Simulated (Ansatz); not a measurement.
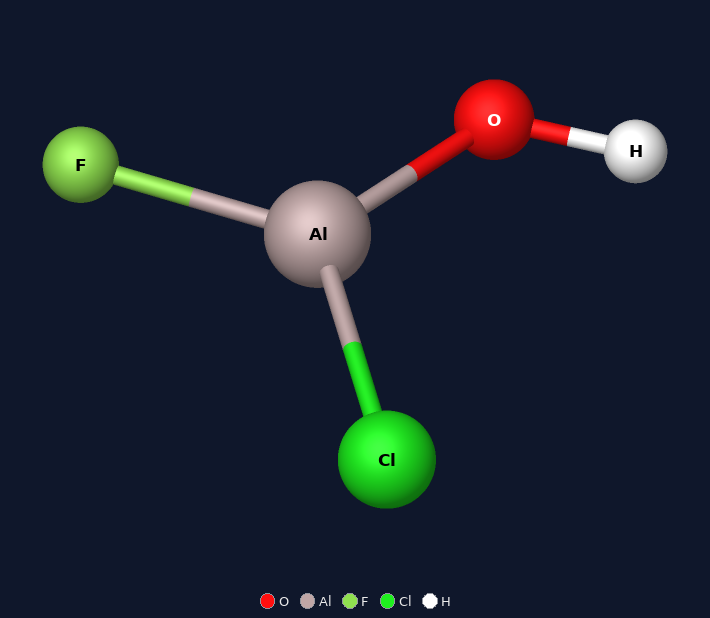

Harmonic vibrations computed with RKS PBE0-D4/def2-TZVP (Ansatz 0.2.0) at a stationary point of the same level.

**How many imaginary frequencies does it have?**

A minimum: no imaginary frequency, and the lowest mode lies at 182 cm⁻¹.

**List the wavenumbers.**

9 modes: 182, 228, 263, 354, 498, 635, 826, 965, 3965 cm⁻¹.
